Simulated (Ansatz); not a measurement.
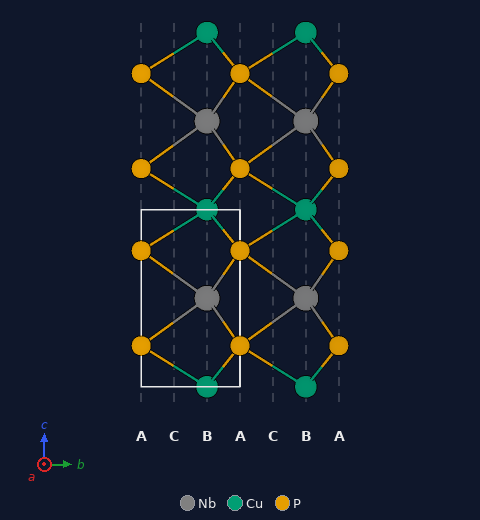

Projection along an edge of the hexagonal mesh, stacking direction c upwards. The dashed lines mark the three columns A (0, 0), B (1/3, 2/3) and C (2/3, 1/3). The sequence starts with the first layer at or above the cell's origin.

NbCuP2. Coordinates: coordinates from a relaxation with DFT PBE, scalar-relativistic, plane waves, PAW (Ansatz 0.2.0); the starting structure was generated, so it need not be a known form of this composition.

**Give the sequence of layers in one repeat, with element and column.**

Cu(B) – P(A) – Nb(B) – P(A) (four layers in 5.54 Å).

**How are the P layers alone stacked?**

P layers alone: AA, a sequence in which some neighbouring layers lie directly above each other.

**Which positions between or in the P layers do the other atoms fill?**

Nb: one trigonal-prismatic site; Cu: one trigonal-prismatic site in each hexagonal cell.
